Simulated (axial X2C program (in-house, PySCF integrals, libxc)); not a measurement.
# Run report: TePd⁺, relativistic diatomic calculation

TePd⁺, single determinant with Ω = 3/2. Level asked for: PBE0, two-component X2C with atomic mean-field Coulomb and Gaunt terms, Te dyall-cv3z, Pd dyall-cv3z (cores contracted) (axial X2C program (in-house, PySCF integrals, libxc)).

**Input file**
```
{"zs": [52, 46], "q": 1, "bas": ["dyall-cv3z", "dyall-cv3z"], "levels": ["PBE0", "HF", "TPSS"], "cc": true, "r0": 2.45, "thr": -1.0, "nmax": 90, "npts": 10, "nst": 2, "ntry": 6}
```

The line is the task of a batch: nuclear charges, charge, bases, the levels to run, a first guess of the distance and further settings. This report covers PBE0 with spin-orbit coupling. The log is that of the reference distance 2.482 Å.

The run was one of a batch that the task file lists, launched with:
```bash
python <driver script> task.json out
```

**The program's output**
```
two-component X2C + atomic mean field  PBE0
basis functions 274  fitting functions 1302  grid points 5805
iter        total energy     max residual
   1     -11831.384292689     4.76e+00
   2     -11833.308567269     1.20e-02
   3     -11833.302705522     2.14e-02
   4     -11833.310028901     7.70e-03
   5     -11833.311826925     1.32e-03
   6     -11833.311866070     2.93e-04
   7     -11833.311869366     1.02e-04
   8     -11833.311870388     5.70e-05
   9     -11833.311871249     5.65e-05
  10     -11833.311871545     1.05e-05
  11     -11833.311871571     6.41e-06
  12     -11833.311871576     4.67e-06
  13     -11833.311871580     1.74e-06
  14     -11833.311871581     3.34e-07
converged
one-electron -17261.39055428  Coulomb 5246.71348213  exact exchange -79.30063130  xc functional -242.65888629  nuclear repulsion 509.98867386  atomic mean-field constant -6.66395570
```

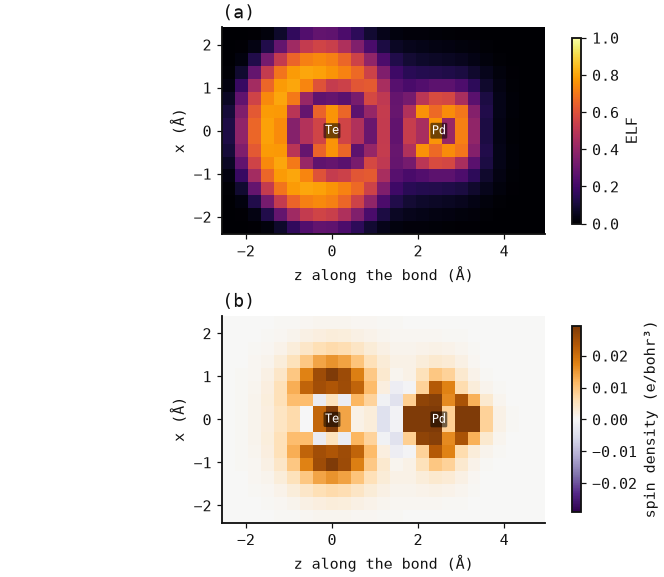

**Figure 1.** (a) electron localisation function; (b) spin density, in a plane that holds the axis, at 2.48 Å, on points 0.3 Å apart (one half computed, the other mirrored); the structure near the nuclei is finer than these points.

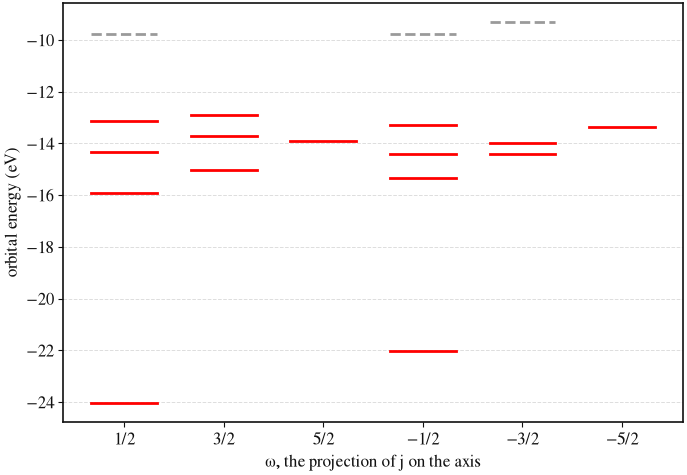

**Figure 2.** Orbital energies near the frontier at 2.48 Å, filled (solid) and empty (dashed). The highest filled spinor (3/2; 66 % Te p, 28 % Pd d) lies at −12.92 eV, the lowest empty one (1/2; 78 % Te p, 12 % Pd d) at −9.79 eV.

**Outcome**

- outcome: not converged in a step after the SCF shown
- hardware: 1 thread of Intel Xeon @ 2.90GHz (Ice Lake), 64 GiB of memory available, shared host
- wall time: 10 s

**What went wrong**

The SCF whose log is shown converged, but a later step did not. The run therefore gave no full result.
